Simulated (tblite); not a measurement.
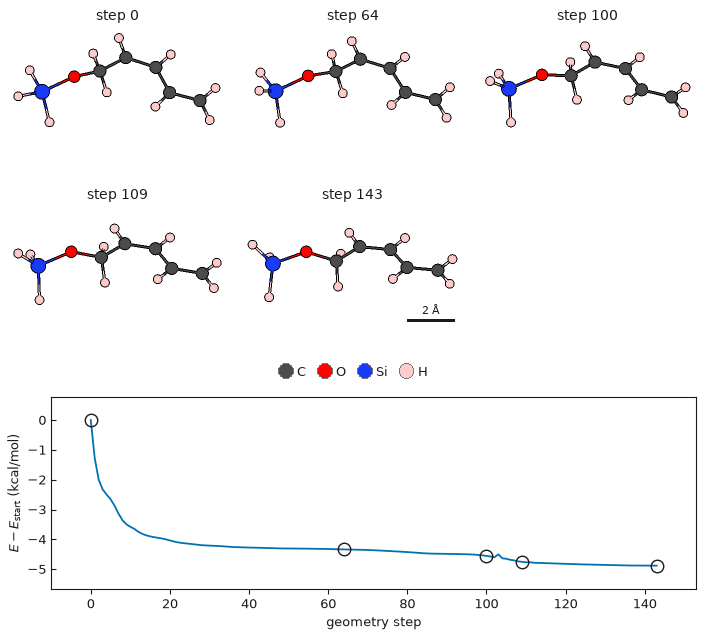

Frames of a relaxation of C5H10OSi, marked on the history of the run. The picture is a ball-and-stick view, seen at a tilt.

Computed with tblite 0.8.0, GFN2-xTB geometry optimisation, gas phase. 

Q: Describe the path.

A: The atom that moves furthest after the best rigid fit is an H atom (1.38 Å). By element the largest moves are H 1.38 Å, C 0.54 Å, Si 0.40 Å, O 0.34 Å. Near-neighbour distances that change, for instance: H–Si 1.493 → 1.452 Å, O–Si 1.655 → 1.618 Å, C–C 1.355 → 1.329 Å, C–O 1.419 → 1.397 Å. Bond angles that change, for instance: C–O–Si 118.2° → 129.4°, O–Si–H 110.0° → 99.0°, H–Si–H 109.4° → 114.0°. Groups turn about C–C by about 55°. After 143 geometry steps the energy has fallen by 4.88 kcal/mol. From step 0 to 64: an H atom moves most (0.39 Å), energy −4.34 kcal/mol. From step 64 to 100: an H atom moves most (0.47 Å), energy −0.22 kcal/mol. From step 100 to 109: an H atom moves most (0.33 Å), energy −0.20 kcal/mol. From step 109 to 143: an H atom moves most (0.45 Å), energy −0.13 kcal/mol.
